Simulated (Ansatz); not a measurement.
The reference is Cs₂AgBiBr₆ (space group Fm-3m, No. 225; a = 11.3439 Å). Axes: x, y, z lie along the cube axes.

One thing is altered: biaxial strain −4.07 %, plane normal [001], relaxed out of plane (Cartesian); in-plane vectors clamped, the third vector and the atoms free.

All numbers come from DFT with r2SCAN, PAW potentials and a 500 eV plane-wave cutoff in Ansatz (a program for electronic structure), without spin-orbit coupling, earlier PAW set.

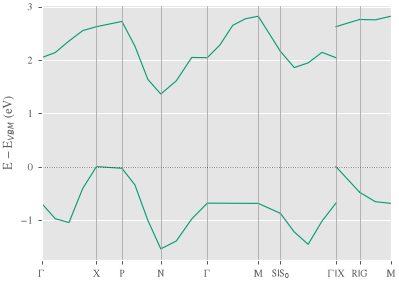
*Highest valence and lowest conduction band along the path of the changed cell's own zone*

The gap is 1.36 eV, indirect, X → N; the base has 1.67 eV.

Spin-orbit coupling, missing from the scalar runs, can matter with Bi. No phonon test of stability was made. Labels are those of the standard path for the cell's own space group.
